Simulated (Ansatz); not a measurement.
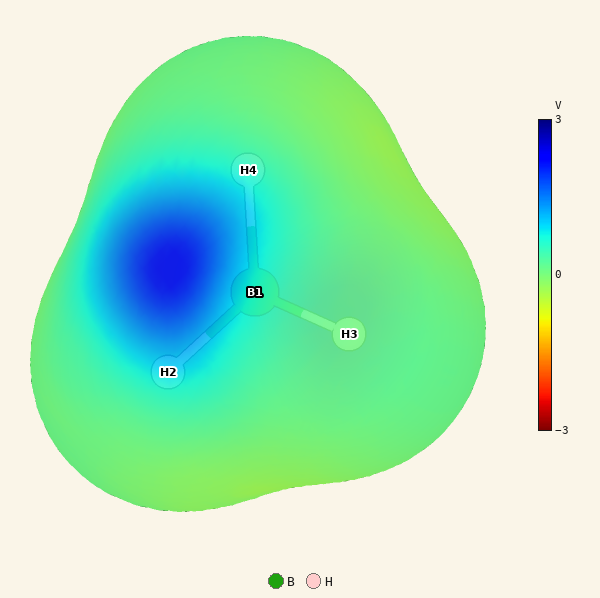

BH3. The molecular electrostatic potential painted on the density surface at 0.002 e/bohr³, seen at a tilt; the colour scale runs from red (negative) to blue (positive).

Theory: Ansatz, RKS PBE-D4/def2-TZVP.

Q: Describe the electrostatic potential map.

A: The most negative region (about −0.3 V) lies over H3, the most positive (about +2.4 V) over B1.
